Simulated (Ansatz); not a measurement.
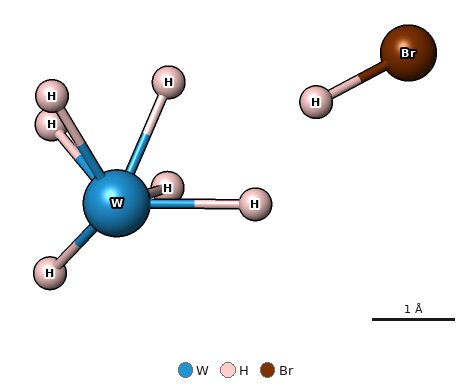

The starting structure (ball-and-stick view, seen at a tilt). Sticks mark near contacts. Bond lengths as drawn: Br–H 1.45 Å and H–W 1.66 to 1.70 Å.

## Nudged elastic band, with input and output: WH7Br (part 1 of 2)

WH7Br, computed with RKS PBE/def2-SVP (Ansatz 0.2.0).

The run did not end well. It belongs to a series of runs on one base structure; here: band between the two ends.

### Input file
```yaml
crystal:
  periodic: [false, false, false]
  atoms:
    - { symbol: W, position_ang: [-0.59266, -0.602098, 0.336889] }
    - { symbol: H, position_ang: [0.077083, 0.063473, 1.755097] }
    - { symbol: H, position_ang: [1.012401, -0.218664, 0.157125] }
    - { symbol: H, position_ang: [-0.213934, 1.004922, 0.159476] }
    - { symbol: H, position_ang: [-1.743155, 0.309247, -0.518534] }
    - { symbol: H, position_ang: [0.318281, -1.747563, -0.525782] }
    - { symbol: H, position_ang: [-0.056148, -0.060729, -1.134627] }
    - { symbol: Br, position_ang: [2.372351, 2.464558, 1.797884] }
    - { symbol: H, position_ang: [1.40828, 1.477055, 1.356472] }
basis:
  gaussian: { orbitals: def2-SVP }
hamiltonian:
  xc: pbe
neb:
  order_check: false
  images: 5
  f_tol: 0.03
  max_iterations: 60
  final_atoms:
    - { symbol: W, position_ang: [0.61028703, 0.62823307, 0.33070234] }
    - { symbol: H, position_ang: [-0.58665406, -0.62302327, 0.82804223] }
    - { symbol: H, position_ang: [1.44393288, -0.57413827, 1.18985305] }
    - { symbol: H, position_ang: [-0.60564592, 1.43110171, 1.19944493] }
    - { symbol: H, position_ang: [-1.00233736, 0.47395965, -0.19473431] }
    - { symbol: H, position_ang: [0.47337355, -0.98864895, -0.19046478] }
    - { symbol: H, position_ang: [0.21997082, 0.23048852, -1.25755551] }
    - { symbol: Br, position_ang: [2.27796365, 2.33863767, -0.1676398] }
    - { symbol: H, position_ang: [-0.24839159, -0.22640912, 1.64635186] }
  initial_path:
    images:
      - { positions_ang: [[-0.59266, -0.602098, 0.336889], [0.077083, 0.063473, 1.755097], [1.012401, -0.218664, 0.157125], [-0.213934, 1.004922, 0.159476], [-1.743155, 0.309247, -0.518534], [0.318281, -1.747563, -0.525782], [-0.056148, -0.060729, -1.134627], [2.372351, 2.464558, 1.797884], [1.40828, 1.477055, 1.356472]] }
      - { positions_ang: [[-0.394553, -0.40094129, 0.22381103], [0.04879241, 0.04036946, 1.85927166], [1.24881501, -0.1454397, 0.10658528], [-0.14195704, 1.24373522, 0.10753314], [-1.73487702, 0.20674312, -0.34908789], [0.21262904, -1.73791447, -0.35330041], [-0.03426101, -0.03803172, -1.33052352], [2.20956519, 2.29724192, 1.50462075], [1.16834543, 1.22443846, 1.61508995]] }
      - { positions_ang: [[-0.19644601, -0.19978458, 0.11073306], [0.02050182, 0.01726591, 1.96344631], [1.48522902, -0.0722154, 0.05604557], [-0.06998009, 1.48254844, 0.05559027], [-1.72659904, 0.10423924, -0.17964177], [0.10697707, -1.72826594, -0.18081881], [-0.01237402, -0.01533444, -1.52642003], [2.04677938, 2.12992584, 1.2113575], [0.92841085, 0.97182193, 1.87370791]] }
      - { positions_ang: [[0.00166099, 0.00137213, -0.00234491], [-0.00778877, -0.00583763, 2.06762097], [1.72164304, 0.0010089, 0.00550585], [0.00199687, 1.72136165, 0.00364741], [-1.71832105, 0.00173536, -0.01019566], [0.00132511, -1.7186174, -0.00833722], [0.00951297, 0.00736284, -1.72231655], [1.88399357, 1.96260977, 0.91809425], [0.68847628, 0.71920539, 2.13232586]] }
      - { positions_ang: [[0.20453634, 0.21032577, 0.10867084], [-0.20074386, -0.21156618, 1.65442806], [1.62907298, -0.19070683, 0.40028825], [-0.20055073, 1.62460834, 0.40224658], [-1.47965982, 0.15914345, -0.07170854], [0.15867459, -1.47529459, -0.06904641], [0.07966558, 0.08173807, -1.56739621], [2.01531693, 2.0879524, 0.5561829], [0.37618699, 0.40400056, 1.97033453]] }
      - { positions_ang: [[0.40741168, 0.41927942, 0.21968659], [-0.39369896, -0.41729472, 1.24123515], [1.53650293, -0.38242255, 0.79507065], [-0.40309832, 1.52785503, 0.80084575], [-1.24099859, 0.31655155, -0.13322143], [0.31602407, -1.23197177, -0.1297556], [0.1498182, 0.15611329, -1.41247586], [2.14664029, 2.21329504, 0.19427155], [0.0638977, 0.08879572, 1.80834319]] }
      - { positions_ang: [[0.61028703, 0.62823307, 0.33070234], [-0.58665406, -0.62302327, 0.82804223], [1.44393288, -0.57413827, 1.18985305], [-0.60564592, 1.43110171, 1.19944493], [-1.00233736, 0.47395965, -0.19473431], [0.47337355, -0.98864895, -0.19046478], [0.21997082, 0.23048852, -1.25755551], [2.27796365, 2.33863767, -0.1676398], [-0.24839159, -0.22640912, 1.64635186]] }
```

Run on 2 threads of Intel Xeon @ 2.90GHz (Ice Lake), 192 GiB of memory available, shared host.

Command:
```bash
ansatz run input.yaml --threads 2 --pin off --max-ram 3072MiB --backend cpu --events-out ev --progress --plain --runs-dir out
```

### The program's output
```
Engine: ansatz 0.2.0, x86_64-unknown-linux-gnu
Functional definition: PBE
  parameter kappa = 0.804
  parameter beta = 0.06672455060314922
  exchange = pbe_x(kappa = kappa, mu = beta*pi^2/3)
  correlation = pbe_c(beta = beta)
1058 factors; their error is unknown
mean field evaluation 1: about -71960.9253 eV, gradient 3.5e1 eV
mean field evaluation 2: about -71957.6930 eV, gradient 5.1e1 eV
mean field evaluation 4: about -71963.9249 eV, gradient 9.8e0 eV
mean field evaluation 8: about -71964.0811 eV, gradient 2.3e-1 eV
mean field evaluation 16: about -71964.0813 eV, gradient 2.1e-5 eV
mean field -71964.08125570 eV, -2644.6312071407 hartree, gradient 2.1e-5 eV, S^2 0.000000; 0 other end points of the search recorded, 0 dependent functions left out
the calculation of the forces begins
reference -71964.08130834 eV, -2644.6312090752 hartree; 28, 28 occupied and 71, 71 virtual orbitals, 1058 factors
1058 factors; their error is unknown
mean field evaluation 32: about -71966.7722 eV, gradient 1.8e-3 eV
mean field -71966.77224913 eV, -2644.7300993252 hartree, gradient 1.5e-5 eV, S^2 0.000000; 0 other end points of the search recorded, 0 dependent functions left out
[... from here on the field's lines of each further geometry are left out, up to the last ...]
NEB iter   1: max|band force component| = 1.354e1 eV/Å  barrier→ = 5.2376 eV  barrier← = 7.9286 eV  Δτ_max = 0.2000 Å  (912 SCF iters)
NEB iter   2: max|band force component| = 7.119e0 eV/Å  barrier→ = 3.2293 eV  barrier← = 5.9202 eV  Δτ_max = 0.1985 Å  (215 SCF iters)
NEB iter   3: max|band force component| = 3.360e0 eV/Å  barrier→ = 1.7757 eV  barrier← = 4.4667 eV  Δτ_max = 0.2000 Å  (194 SCF iters)
NEB iter   4: max|band force component| = 2.211e0 eV/Å  barrier→ = 0.5725 eV  barrier← = 3.2635 eV  Δτ_max = 0.1976 Å  (187 SCF iters)
NEB iter   5: max|band force component| = 7.794e-1 eV/Å  barrier→ = 0.6269 eV  barrier← = 3.3179 eV  Δτ_max = 0.1981 Å  (177 SCF iters)
NEB iter   6: max|band force component| = 2.494e0 eV/Å  barrier→ = 0.8711 eV  barrier← = 3.5621 eV  Δτ_max = 0.1002 Å  (183 SCF iters)
NEB iter   7: max|band force component| = 1.010e0 eV/Å  barrier→ = 0.8554 eV  barrier← = 3.5464 eV  Δτ_max = 0.2000 Å  (175 SCF iters)
NEB iter   8: max|band force component| = 6.067e-1 eV/Å  barrier→ = 0.7458 eV  barrier← = 3.4368 eV  Δτ_max = 0.2000 Å  (180 SCF iters)
NEB iter   9: max|band force component| = 1.185e0 eV/Å  barrier→ = 0.5018 eV  barrier← = 3.1927 eV  Δτ_max = 0.1019 Å  (183 SCF iters)
NEB iter  10: max|band force component| = 9.907e-1 eV/Å  barrier→ = 0.3601 eV  barrier← = 3.0511 eV  Δτ_max = 0.1008 Å  (173 SCF iters)
NEB iter  11: max|band force component| = 6.362e-1 eV/Å  barrier→ = 0.2384 eV  barrier← = 2.9294 eV  Δτ_max = 0.2000 Å  (167 SCF iters)
NEB iter  12: max|band force component| = 7.669e-1 eV/Å  barrier→ = 0.0000 eV  barrier← = 2.6910 eV  Δτ_max = 0.1001 Å  (166 SCF iters)
NEB iter  13: max|band force component| = 9.980e-1 eV/Å  barrier→ = 0.0000 eV  barrier← = 2.6910 eV  Δτ_max = 0.0502 Å  (154 SCF iters)
NEB iter  14: max|band force component| = 8.605e-1 eV/Å  barrier→ = 0.0000 eV  barrier← = 2.6910 eV  Δτ_max = 0.0504 Å  (156 SCF iters)
NEB iter  15: max|band force component| = 5.810e-1 eV/Å  barrier→ = 0.0000 eV  barrier← = 2.6910 eV  Δτ_max = 0.0503 Å  (158 SCF iters)
NEB iter  16: max|band force component| = 4.719e-1 eV/Å  barrier→ = -0.3630 eV  barrier← = 2.3280 eV  CI = image 1  Δτ_max = 0.0498 Å  (159 SCF iters)
NEB iter  17: max|band force component| = 5.642e-1 eV/Å  barrier→ = -0.3432 eV  barrier← = 2.3478 eV  CI = image 1  Δτ_max = 0.0999 Å  (157 SCF iters)
NEB iter  18: max|band force component| = 8.613e-1 eV/Å  barrier→ = -0.3114 eV  barrier← = 2.3796 eV  CI = image 1  Δτ_max = 0.1004 Å  (159 SCF iters)
NEB iter  19: max|band force component| = 1.309e0 eV/Å  barrier→ = -0.2369 eV  barrier← = 2.4541 eV  CI = image 4  Δτ_max = 0.2000 Å  (168 SCF iters)
NEB iter  20: max|band force component| = 1.058e0 eV/Å  barrier→ = -0.3420 eV  barrier← = 2.3490 eV  CI = image 1  Δτ_max = 0.2000 Å  (166 SCF iters)
NEB iter  21: max|band force component| = 1.551e0 eV/Å  barrier→ = 0.0120 eV  barrier← = 2.7030 eV  CI = image 4  Δτ_max = 0.2000 Å  (166 SCF iters)
NEB iter  22: max|band force component| = 1.144e0 eV/Å  barrier→ = -0.0769 eV  barrier← = 2.6141 eV  CI = image 4  Δτ_max = 0.2000 Å  (168 SCF iters)
NEB iter  23: max|band force component| = 1.304e0 eV/Å  barrier→ = -0.0958 eV  barrier← = 2.5952 eV  CI = image 4  Δτ_max = 0.2000 Å  (179 SCF iters)
NEB iter  24: max|band force component| = 1.590e0 eV/Å  barrier→ = -0.0475 eV  barrier← = 2.6435 eV  CI = image 4  Δτ_max = 0.2000 Å  (168 SCF iters)
NEB iter  25: max|band force component| = 9.666e-1 eV/Å  barrier→ = -0.2497 eV  barrier← = 2.4413 eV  CI = image 4  Δτ_max = 0.2000 Å  (172 SCF iters)
NEB iter  26: max|band force component| = 1.445e0 eV/Å  barrier→ = -0.2854 eV  barrier← = 2.4056 eV  CI = image 4  Δτ_max = 0.1012 Å  (171 SCF iters)
NEB iter  27: max|band force component| = 7.419e-1 eV/Å  barrier→ = -0.3433 eV  barrier← = 2.3477 eV  CI = image 4  Δτ_max = 0.1977 Å  (161 SCF iters)
NEB iter  28: max|band force component| = 9.738e-1 eV/Å  barrier→ = -0.3388 eV  barrier← = 2.3522 eV  CI = image 4  Δτ_max = 0.1013 Å  (169 SCF iters)
NEB iter  29: max|band force component| = 7.307e-1 eV/Å  barrier→ = -0.3455 eV  barrier← = 2.3455 eV  CI = image 4  Δτ_max = 0.0619 Å  (164 SCF iters)
NEB iter  30: max|band force component| = 3.895e-1 eV/Å  barrier→ = -0.3450 eV  barrier← = 2.3460 eV  CI = image 4  Δτ_max = 0.0617 Å  (159 SCF iters)
NEB iter  31: max|band force component| = 9.700e-2 eV/Å  barrier→ = -0.3454 eV  barrier← = 2.3456 eV  CI = image 4  Δτ_max = 0.0136 Å  (160 SCF iters)
NEB iter  32: max|band force component| = 7.732e-2 eV/Å  barrier→ = -0.3455 eV  barrier← = 2.3455 eV  CI = image 4  Δτ_max = 0.0319 Å  (166 SCF iters)
NEB iter  33: max|band force component| = 6.995e-2 eV/Å  barrier→ = -0.3456 eV  barrier← = 2.3454 eV  CI = image 4  Δτ_max = 0.0250 Å  (163 SCF iters)
NEB iter  34: max|band force component| = 3.467e-2 eV/Å  barrier→ = -0.3457 eV  barrier← = 2.3453 eV  CI = image 4  Δτ_max = 0.0978 Å  (162 SCF iters)
NEB iter  35: max|band force component| = 1.392e-1 eV/Å  barrier→ = -0.3459 eV  barrier← = 2.3451 eV  CI = image 4  Δτ_max = 0.0479 Å  (165 SCF iters)
NEB iter  36: max|band force component| = 2.173e-1 eV/Å  barrier→ = -0.3462 eV  barrier← = 2.3448 eV  CI = image 4  Δτ_max = 0.0240 Å  (158 SCF iters)
NEB iter  37: max|band force component| = 1.030e-1 eV/Å  barrier→ = -0.3463 eV  barrier← = 2.3447 eV  CI = image 4  Δτ_max = 0.0480 Å  (161 SCF iters)
NEB iter  38: max|band force component| = 9.118e-2 eV/Å  barrier→ = -0.3465 eV  barrier← = 2.3445 eV  CI = image 4  Δτ_max = 0.0480 Å  (159 SCF iters)
NEB iter  39: max|band force component| = 1.219e-1 eV/Å  barrier→ = -0.3467 eV  barrier← = 2.3443 eV  CI = image 4  Δτ_max = 0.0240 Å  (152 SCF iters)
NEB iter  40: max|band force component| = 1.501e-1 eV/Å  barrier→ = -0.3466 eV  barrier← = 2.3444 eV  CI = image 4  Δτ_max = 0.0120 Å  (164 SCF iters)
NEB iter  41: max|band force component| = 1.064e-1 eV/Å  barrier→ = -0.3467 eV  barrier← = 2.3443 eV  CI = image 4  Δτ_max = 0.0120 Å  (164 SCF iters)
NEB iter  42: max|band force component| = 9.092e-2 eV/Å  barrier→ = -0.3468 eV  barrier← = 2.3442 eV  CI = image 4  Δτ_max = 0.0240 Å  (164 SCF iters)
NEB iter  43: max|band force component| = 8.171e-2 eV/Å  barrier→ = -0.3469 eV  barrier← = 2.3441 eV  CI = image 4  Δτ_max = 0.0482 Å  (163 SCF iters)
NEB iter  44: max|band force component| = 8.145e-2 eV/Å  barrier→ = -0.3470 eV  barrier← = 2.3440 eV  CI = image 4  Δτ_max = 0.0483 Å  (161 SCF iters)
NEB iter  45: max|band force component| = 7.545e-2 eV/Å  barrier→ = -0.3472 eV  barrier← = 2.3438 eV  CI = image 4  Δτ_max = 0.0482 Å  (161 SCF iters)
NEB iter  46: max|band force component| = 1.135e-1 eV/Å  barrier→ = -0.3474 eV  barrier← = 2.3436 eV  CI = image 4  Δτ_max = 0.0240 Å  (160 SCF iters)
NEB iter  47: max|band force component| = 9.494e-2 eV/Å  barrier→ = -0.3475 eV  barrier← = 2.3435 eV  CI = image 4  Δτ_max = 0.0240 Å  (160 SCF iters)
NEB iter  48: max|band force component| = 1.045e-1 eV/Å  barrier→ = -0.3472 eV  barrier← = 2.3438 eV  CI = image 4  Δτ_max = 0.0120 Å  (162 SCF iters)
NEB iter  49: max|band force component| = 1.161e-1 eV/Å  barrier→ = -0.3471 eV  barrier← = 2.3439 eV  CI = image 4  Δτ_max = 0.0240 Å  (163 SCF iters)
NEB iter  50: max|band force component| = 1.733e-1 eV/Å  barrier→ = -0.3469 eV  barrier← = 2.3441 eV  CI = image 4  Δτ_max = 0.0485 Å  (162 SCF iters)
NEB iter  51: max|band force component| = 2.205e-1 eV/Å  barrier→ = -0.3471 eV  barrier← = 2.3439 eV  CI = image 4  Δτ_max = 0.0983 Å  (162 SCF iters)
NEB iter  52: max|band force component| = 3.838e-1 eV/Å  barrier→ = -0.3473 eV  barrier← = 2.3437 eV  CI = image 4  Δτ_max = 0.2000 Å  (164 SCF iters)
NEB iter  53: max|band force component| = 5.337e-1 eV/Å  barrier→ = -0.3475 eV  barrier← = 2.3435 eV  CI = image 4  Δτ_max = 0.0971 Å  (160 SCF iters)
NEB iter  54: max|band force component| = 5.239e-1 eV/Å  barrier→ = -0.3477 eV  barrier← = 2.3433 eV  CI = image 4  Δτ_max = 0.0977 Å  (156 SCF iters)
NEB iter  55: max|band force component| = 4.800e-1 eV/Å  barrier→ = -0.3472 eV  barrier← = 2.3438 eV  CI = image 4  Δτ_max = 0.1759 Å  (172 SCF iters)
NEB iter  56: max|band force component| = 6.446e-1 eV/Å  barrier→ = -0.3476 eV  barrier← = 2.3434 eV  CI = image 4  Δτ_max = 0.1855 Å  (172 SCF iters)
NEB iter  57: max|band force component| = 6.717e-1 eV/Å  barrier→ = -0.3477 eV  barrier← = 2.3433 eV  CI = image 4  Δτ_max = 0.1973 Å  (171 SCF iters)
NEB iter  58: max|band force component| = 1.397e0 eV/Å  barrier→ = -0.3477 eV  barrier← = 2.3433 eV  CI = image 4  Δτ_max = 0.0953 Å  (175 SCF iters)
NEB iter  59: max|band force component| = 1.160e0 eV/Å  barrier→ = -0.3477 eV  barrier← = 2.3433 eV  CI = image 4  Δτ_max = 0.0947 Å  (164 SCF iters)
the calculation of the forces begins
reference -71964.42908698 eV, -2644.6439897044 hartree; 28, 28 occupied and 71, 71 virtual orbitals, 1058 factors
these checks for a lower state are left out or cut short: starts, cluster_reference, orbital_swaps, neighbouring_geometries, increment
1058 factors; their error is unknown
mean field -71965.27958779 eV, -2644.6752450326 hartree, gradient 9.2e-6 eV, S^2 0.000000; 0 other end points of the search recorded, 0 dependent functions left out
the calculation of the forces begins
reference -71965.27964128 eV, -2644.6752469983 hartree; 28, 28 occupied and 71, 71 virtual orbitals, 1058 factors
NEB iter  60: max|band force component| = 5.805e-1 eV/Å  barrier→ = -0.3478 eV  barrier← = 2.3432 eV  CI = image 4  Δτ_max = 0.0808 Å  (150 SCF iters)
```
